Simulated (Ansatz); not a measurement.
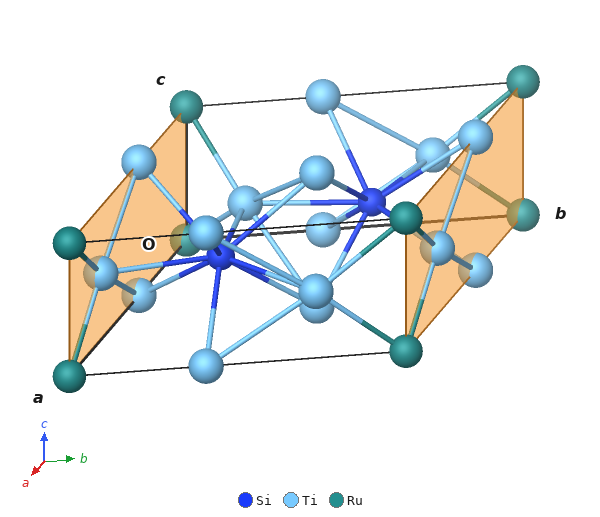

Crystal: Ti6Si2Ru, coordinates from a relaxation with Ansatz, DFT, PAW plane waves, r2scan; the starting structure was generated, so it need not be a known form of this composition. Every member of one family of equally spaced planes, hx + ky + lz = a whole number, that cuts the unit cell is shaded (one member passes through the origin O). The drawing is computed from the coordinates (standard cell, symmetry found to 0.002 Å).

a = 7.236 Å, b = 7.236 Å, c = 3.112 Å, α = 90.00°, β = 90.00°, γ = 120.00°.

**Index the planes.**

(0 1 0), in four indices (0 1 −1 0); the opposite sign names the same planes. The member next to the origin meets the axes a never, b at 1, c never.

**What is the spacing?**

d = 6.266 Å.

**Which atoms of the cell lie in these planes (within 0.03 Å)?**

2 of the 6 Ti, the Ru atom.

**The space group is P-62m, No. 189. How many reflections hkl are equivalent to this one (itself included), and does it occur?**

6 reflections are equivalent in the Laue class 6/mmm. The space group allows the reflection.
